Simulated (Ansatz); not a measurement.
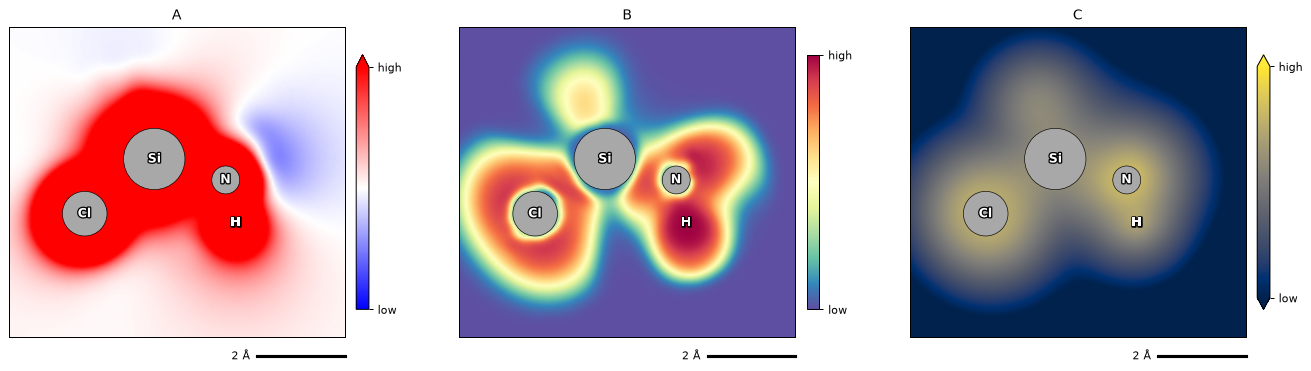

ClFH2N2Si: 3 fields on the plane of atoms Cl1, Si5 and N3, with unlabelled colour scales. Grey discs cover the atomic cores.

Geometry: PBE0-D3(BJ)/pcseg-1.

These are results of Ansatz 0.2.0, isolated molecule in a Gaussian basis; Kohn-Sham density functional theory, functional PBE0, not measurements.

Question: Match the panels to the quantities (electron density, electron localisation function and electrostatic potential).

Answer: Panel A: electrostatic potential (strongly positive close to the atoms, with negative regions outside electron-rich atoms). Panel B: electron localisation function. Panel C: electron density. From the grid: Si–N (1.70 Å): ρ is about 1.1 e/Å³ halfway; the ELF peaks at about 0.85 between the atoms; a shared but strongly polarised pair. Si–Cl (2.02 Å): ρ is about 0.98 e/Å³ halfway; the ELF peaks at about 0.90 between the atoms (a polar covalent bond).
